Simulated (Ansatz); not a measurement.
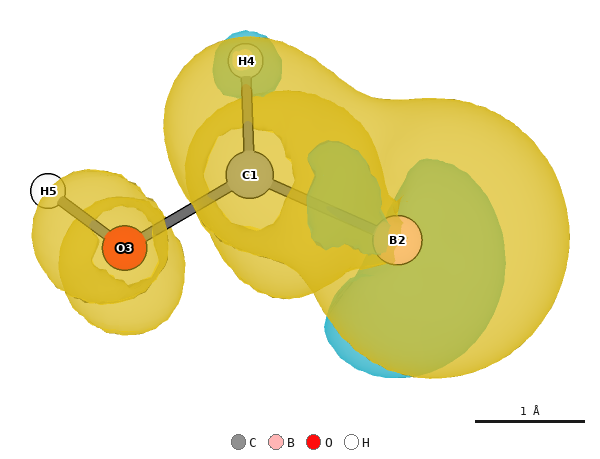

Figure 1: CH2BO (doublet). Isosurfaces of the spin density (α minus β) at +0.015 (yellow) and −0.015 e/Å³ (cyan), seen at a tilt.

Geometry: PBE0-D4/def2-TZVP; ⟨S²⟩ = 0.81, above the pure value of 0.75.

Theory: Ansatz 0.2.0, UKS PBE0-D4/def2-TZVPP.

```xyz
5

C    -0.0263    0.1990   -0.3076
B     0.5329   -0.9822    0.4172
O     0.0216    1.4715    0.1137
H    -0.7690   -0.0471   -1.0748
H    -0.7077    1.9816   -0.2521
```

**Describe the spin distribution.**

The unpaired spin (1 electron) lies mostly on B2 (about 0.4), C1 (about 0.4) and O3 (about 0.1), in electrons by Hirshfeld's partition.
